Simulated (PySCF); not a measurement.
C5H13InO, SMILES CC[O][In]([CH3])[CH2]C at its GFN2-xTB optimised geometry (Å):

```
20

In    -0.6403    -0.4489     0.0000
C     -1.6443    -2.4737    -0.1692
H     -1.9305    -2.8212     0.8208
H     -0.9225    -3.1584    -0.6096
H     -2.5250    -2.4003    -0.7999
C     -1.1270     1.7640     0.0000
C     -2.5328     2.0802    -0.4754
H     -0.3685     2.2018    -0.6497
H     -0.9616     2.1208     1.0174
H     -3.2789     1.6093     0.1655
H     -2.6904     1.7293    -1.4957
H     -2.7072     3.1584    -0.4578
O      1.3690    -0.4489     0.0000
C      2.2682    -1.4913     0.2080
C      2.0325    -2.2253     1.5272
H      2.2283    -2.2178    -0.6194
H      3.2789    -1.0554     0.2166
H      1.0382    -2.6793     1.5182
H      2.7819    -3.0006     1.6712
H      2.0847    -1.5174     2.3525
```

Calculation: PBE0/def2-SVP, def2 effective core potentials past Kr in PySCF. The core electrons that the potentials of In replace are not part of the density. Cells within 0.4 Å of a nucleus heavier than hydrogen are left out (blank, or x).

Map of the electron localisation function on the plane z = 1.5 Å:

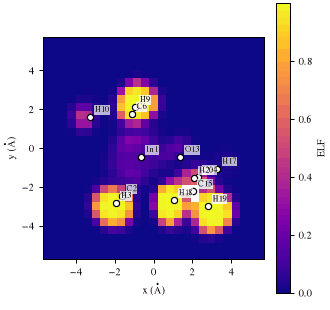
*Electron localisation function on the plane z = 1.5 Å.*
